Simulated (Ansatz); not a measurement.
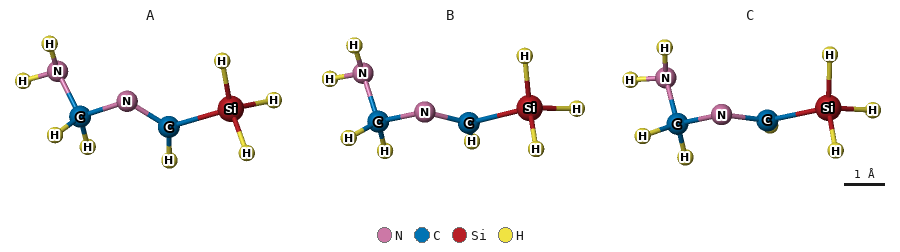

3 geometries from one relaxation of C₂H₈N₂Si, in shuffled order. A ball-and-stick model, seen at a tilt.

The run prepares an end point of a later path (hydrogen shift) calculation, from a guessed geometry.

The calculation used RKS PBE0-D4/def2-SVP in Ansatz. (no spin polarisation; force threshold 0.02 eV/Å; at most 50 steps)

Put them in the order of the run, from the start to the converged end.

Answer. C, B, A. They are steps 0, 6, 26, at +0.560 eV, +0.051 eV relative to the last. The atom that moves furthest after the best rigid fit is an H atom (1.00 Å). Largest moves by element: H 1.00 Å, N 0.48 Å, C 0.22 Å, Si 0.09 Å. Near-neighbour distances that change, for instance: H–N 1.091 → 1.019 Å, C–N 1.332 → 1.269 Å, H–Si 1.546 → 1.489 Å, C–H 1.067 → 1.116 Å. Bond angles that change, for instance: C–N–C 112.2° → 119.2°, C–N–H 102.7° → 109.4°, C–Si–H 115.0° → 110.0°. Groups turn about C–Si by about 50°, C–N by about 45°. Over 22 accepted moves (26 points after the start) the energy falls by 0.560 eV. Largest force component: 3.2 eV/Å at the start, 0.0091 eV/Å at the end. The line search rejected the trial steps at points 7, 10, 15, 17 of the run. The forces were under the threshold at step 18, but the run went on from there.
